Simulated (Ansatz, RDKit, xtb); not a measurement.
# C3H9NOSi2: ranking a sample of isomers, part 2 of 2

Which of a sample of isomers of C3H9NOSi2 is the most stable in the gas at 298.15 K, and what are its properties? The sample is small against all isomers, and the most stable one of this formula need not be in it.

xtb, Ansatz and PySCF; isolated molecules.

**10. c788a at MP2/def2-TZVPP**

File input.yaml:

```yaml
basis:
  gaussian:
    orbitals: def2-TZVPP
crystal:
  periodic: [false, false, false]
  atoms:
    - {symbol: C, position_ang: [0.452023, 1.037868, 3.025121]}
    - {symbol: C, position_ang: [-0.403342, 0.976415, 1.991995]}
    - {symbol: C, position_ang: [-0.745076, 0.884447, -1.438238]}
    - {symbol: N, position_ang: [0.000119, 1.900630, -0.884792]}
    - {symbol: O, position_ang: [-1.678709, 0.364418, -0.855173]}
    - {symbol: Si, position_ang: [-0.583917, 2.357851, 0.758969]}
    - {symbol: Si, position_ang: [1.389351, 2.652407, -1.686324]}
    - {symbol: H, position_ang: [0.547245, 0.220963, 3.751163]}
    - {symbol: H, position_ang: [1.097266, 1.909439, 3.193752]}
    - {symbol: H, position_ang: [-1.026806, 0.081431, 1.866590]}
    - {symbol: H, position_ang: [-1.974926, 2.872804, 0.642585]}
    - {symbol: H, position_ang: [0.338699, 3.469466, 1.146275]}
    - {symbol: H, position_ang: [2.619599, 2.473135, -0.864143]}
    - {symbol: H, position_ang: [1.545390, 1.970936, -3.002748]}
    - {symbol: H, position_ang: [1.150146, 4.109844, -1.887491]}
    - {symbol: H, position_ang: [-0.430801, 0.571074, -2.463648]}
correlation:
  method: mp2
  frozen_orbitals: {O: 1, Si: 5, C: 1, "N": 1, H: 0}
```

On the command line:

```console
$ ansatz run input.yaml --threads 2 --pin off --max-ram 5220MiB --events-out events.jsonl --progress --plain --runs-dir runs
```

Output:

```text
Warning: RAYON_NUM_THREADS=2 ignored (pool sized by the plan → 2); use --threads N
Functional definition: HF
  name "HF"
  exchange = exact_x
  correlation = 0
2146 factors; integrals over basis functions are off by at most 8.4e-4 eV
mean field evaluation 1: about -22475.2485 eV, gradient 4.8e1 eV
mean field evaluation 2: about -22475.6669 eV, gradient 4.8e1 eV
mean field evaluation 4: about -22481.4096 eV, gradient 6.3e0 eV
mean field evaluation 8: about -22481.5409 eV, gradient 5.5e-1 eV
mean field evaluation 16: about -22481.5429 eV, gradient 2.0e-6 eV
mean field -22481.54292477 eV, -826.1814639483 hartree, gradient 2.0e-6 eV, S^2 0.000000; 0 other end points of the search recorded, 0 dependent functions left out
15 core orbitals not correlated: weight in the atoms' cores, before any rotation towards them, 1.000 or more for the frozen orbitals, at most 0.000 for the correlated occupied ones
reference -22481.54292477 eV, -826.1814639483 hartree; 20, 20 occupied and 330, 330 virtual orbitals, 2146 factors
second order -31.65078511 eV of doubles, -0.00000000 eV of singles
Total energy: -22513.19370988 eV, -827.3446088474 hartree
```

Run time: 18 s. Hardware: 2 threads of Arm Neoverse V2, shared host; peak memory 1.3 GiB.

**11. c254b at CCSD(T)/def2-SVP**

File input.yaml:

```yaml
crystal:
  periodic: [false, false, false]
  atoms:
    - symbol: C
      position_ang: [-2.391653, 1.459070, -0.528751]
    - symbol: C
      position_ang: [-1.172014, 1.515821, -1.089012]
    - symbol: C
      position_ang: [1.234684, 2.860636, 0.313250]
    - symbol: N
      position_ang: [0.067508, 0.507958, 1.451669]
    - symbol: O
      position_ang: [1.346930, 3.186813, 1.479731]
    - symbol: Si
      position_ang: [0.382559, 1.183326, -0.107548]
    - symbol: Si
      position_ang: [0.284016, 1.107075, 3.095589]
    - symbol: H
      position_ang: [-2.516091, 1.201647, 0.530934]
    - symbol: H
      position_ang: [-3.308153, 1.661827, -1.096078]
    - symbol: H
      position_ang: [-1.096900, 1.774631, -2.155813]
    - symbol: H
      position_ang: [1.321077, 0.373061, -0.950208]
    - symbol: H
      position_ang: [1.610055, 3.557854, -0.490764]
    - symbol: H
      position_ang: [-0.296914, -0.443496, 1.440067]
    - symbol: H
      position_ang: [-0.504205, 2.336103, 3.392818]
    - symbol: H
      position_ang: [1.704951, 1.295759, 3.503574]
    - symbol: H
      position_ang: [-0.276143, -0.002478, 3.934663]
basis:
  gaussian:
    orbitals: def2-SVP
correlation:
  method: ccsd_t
  frozen_orbitals: {O: 1, Si: 5, C: 1, "N": 1, H: 0}
```

On the command line:

```console
$ ansatz run input.yaml --threads 2 --pin off --max-ram 5220MiB --events-out events.jsonl --progress --plain --runs-dir runs
```

Output (excerpt; [...] marks lines left out):

```text
Warning: RAYON_NUM_THREADS=2 ignored (pool sized by the plan → 2); use --threads N
[... 2 set-up lines as earlier in the session ...]
[...]
1505 factors; integrals over basis functions are off by at most 1.3e-3 eV
[...]
mean field -22467.37992646 eV, -825.6609833603 hartree, gradient 1.9e-6 eV, S^2 0.000000; 0 other end points of the search recorded, 0 dependent functions left out; unrestricted orbitals would lower it
15 core orbitals not correlated: weight in the atoms' cores, before any rotation towards them, 1.000 or more for the frozen orbitals, at most 0.000 for the correlated occupied ones
reference -22467.37992646 eV, -825.6609833603 hartree; 20, 20 occupied and 116, 116 virtual orbitals, 1505 factors
second order -25.47385718 eV of doubles, -0.00000000 eV of singles
cycle   1  -26.44148835 eV  change   -9.7e-1 eV  update   1.3e-1
[...]
cycle  10  -27.47568506 eV  change   -1.3e-5 eV  update   3.0e-5
perturbative correction -0.91845711 eV, -0.0337526761 hartree
Total energy: -22495.77406863 eV, -826.7044488388 hartree
```

It took 53 s on 2 threads of Arm Neoverse V2, shared host; peak memory 1.3 GiB.

For c788a, c254b, c042a the log finds that unrestricted Hartree-Fock orbitals lie lower, a sign to watch the closed-shell reference there.

**12. The ranking**

Energies in kcal/mol from c788a; G adds the thermal terms to the CCSD(T)/def2-SVP + MP2/def2-TZVPP - MP2/def2-SVP energy. The columns left of the relaxed level are at the tight-binding geometries.

```
label                  SMILES     spin  GFN2-xTB  HF/STO-3G  r2SCAN-D4/def2-SVP  r2SCAN-D4/def2-SVP, relaxed  HF/def2-SVP  MP2/def2-SVP  CCSD(T)/def2-SVP + MP2/def2-TZVPP - MP2/def2-SVP     G  share at equilibrium     T1
c788a   C=C[SiH2]N([SiH3])C=O  singlet       0.0        0.0                 0.0                          0.0          0.0           0.0                                               0.0   0.0               100.0 %  0.015
c254b  C=C[Si@@H](C=O)N[SiH3]  singlet      36.1        9.8                15.5                         16.6         16.3          17.0                                              12.9  13.3               < 0.1 %  0.014
c042a     C=C[SiH2]N[SiH2]C=O  singlet      38.0        8.5                19.1                         19.6         17.6          19.6                                              14.5  14.0               < 0.1 %  0.014
```

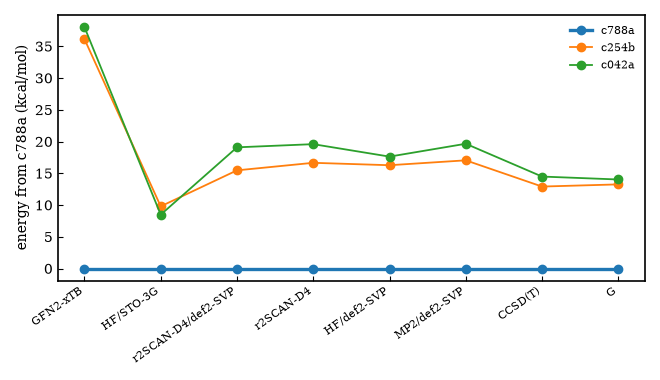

The finalists at each level, measured from c788a.

Lowest found: c788a, `C=C[SiH2]N([SiH3])C=O`, a singlet. Bond lengths: C1–C2 1.343 Å, C3–N4 1.376 Å, C3–O5 1.217 Å, C2–Si6 1.860 Å, N4–Si6 1.803 Å, N4–Si7 1.771 Å, C1–H8 1.097 Å, C1–H9 1.097 Å, C2–H10 1.098 Å, Si6–H11 1.488 Å, Si6–H12 1.496 Å, Si7–H13 1.491 Å, Si7–H14 1.491 Å, Si7–H15 1.491 Å, C3–H16 1.117 Å. Some angles: C1–C2–Si6 122.5°, C3–N4–Si6 112.2°, C3–N4–Si7 123.8°, Si6–N4–Si7 124.0°, N4–C3–O5 122.5°, C2–Si6–N4 112.6°, C1–C2–H10 119.1°, Si6–C2–H10 118.3°, C2–C1–H8 122.0°, C2–C1–H9 121.9°.

```xyz
16

C     0.4520    1.0379    3.0251
C    -0.4033    0.9764    1.9920
C    -0.7451    0.8844   -1.4382
N     0.0001    1.9006   -0.8848
O    -1.6787    0.3644   -0.8552
Si   -0.5839    2.3579    0.7590
Si    1.3894    2.6524   -1.6863
H     0.5472    0.2210    3.7512
H     1.0973    1.9094    3.1938
H    -1.0268    0.0814    1.8666
H    -1.9749    2.8728    0.6426
H     0.3387    3.4695    1.1463
H     2.6196    2.4731   -0.8641
H     1.5454    1.9709   -3.0027
H     1.1501    4.1098   -1.8875
H    -0.4308    0.5711   -2.4636
```

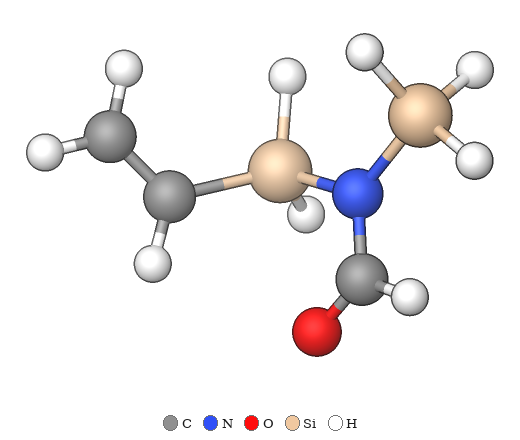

The lowest structure found, seen from a chosen angle (carbon grey, nitrogen blue, oxygen red, silicon light orange, hydrogen white).

**13. Results**

The summary covers parts 1 to 2.

```
                                 quantity                                                                                                                   value
                   lowest structure found                                                                                          C=C[SiH2]N([SiH3])C=O, singlet
                            next finalist                                                              C=C[Si@@H](C=O)N[SiH3], singlet, 13.3 kcal/mol higher in G
share at equilibrium, among the finalists                                                                                                                 100.0 %
                                   funnel  13 starts, 13 minima at GFN2-xTB from these starts (15 with those found later), 10 screening runs, 3 relaxed, 3 ranked
                     CPU time of all runs                                                                                                                  17 min
```

**Reading.** The search ends on `C=C[SiH2]N([SiH3])C=O`. Among the finalists first place is clear (13.3 kcal/mol); structures outside the list aren't covered. With 5 minima in the window unscreened, the next finalist need not be the second lowest, and margin and share hold for the finalists alone. GFN2-xTB, HF/STO-3G, r2SCAN-D4/def2-SVP, r2SCAN-D4/def2-SVP, relaxed, HF/def2-SVP and MP2/def2-SVP already put its bonding pattern lowest among the structures in one piece. The largest share of the time went into the relaxations (49 % of the CPU time that the search's summary counts). 5 minima inside the window were never screened. The search is not exhaustive (a finite list of starts, one conformer a finalist), so a lower isomer can't be ruled out. Only 4 drawn patterns were tried, so whole families of isomers are missing, and the result ranks only the part of this sample that was screened.
